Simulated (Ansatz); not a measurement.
Computed generalised stacking-fault energy along a line: MgO (rock salt)

Generalised stacking fault of MgO (rock salt) on the {100} plane. The cell below holds the perfect crystal with the plane normal along z; tilting its third vector by the shift puts one fault into each cell, between planes 2.10 Å apart, at fixed cell height.

```xyz
6
Lattice="2.9752 0.0000 0.0000 0.0000 2.9752 0.0000 1.4876 1.4876 6.3114" Properties=species:S:1:pos:R:3 pbc="T T T"
O      1.2397     1.2397     5.2595
O      1.2397     1.2397     1.0519
O      2.7273     2.7273     3.1557
Mg     2.7273     2.7273     5.2595
Mg     2.7273     2.7273     1.0519
Mg     1.2397     1.2397     3.1557
```

In-plane vectors a = (2.975, 0.000) Å, b = (0.000, 2.975) Å, area 8.85 Å². The shift is s times the vector a (length 2.975 Å), so s = 1 restores the start. The shift is rigid: no atom relaxes. γ = [E(shift) − E(0)] / area.

Level of theory: r2SCAN (plane waves to 500 eV, PAW, scalar-relativistic; Ansatz, an electronic-structure program). k mesh 10×10×10 (Γ-centred), Fermi-Dirac smearing 0.05 eV. Energies are extrapolated to zero smearing. Compression counts positive. Faults lie only 6.3 Å apart, and holding the cell height and the atoms raises γ above its relaxed value. MgO was relaxed with its symmetry unable to fall. The PAW data are Ansatz's earlier set. The zero of γ is zero shift.

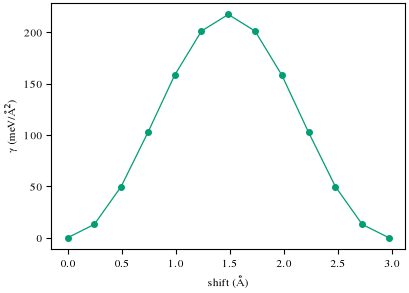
γ (meV/Å²) against shift (Å); computed points joined by lines (the last repeats the first, one period on).

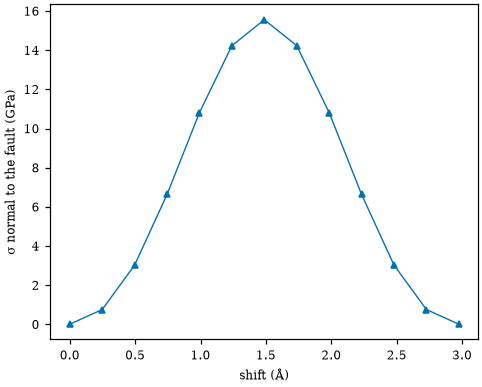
*σ normal to the fault (GPa) against shift (Å); markers are the computed points, lines only join them (the last repeats the first, one period on).*

The highest computed γ on the line is 3.48 J/m² and the steepest slope dγ/d(shift) before the first maximum (spline) is 37 GPa. Position of the highest point: s = 0.500. Local minima between the ends: no computed point is one.

A slope of 1 mJ/m² per Å is 0.01 GPa.

(The slope of γ gives the shear force per area between the displaced halves; near zero shift its curvature is an elastic stiffness.)
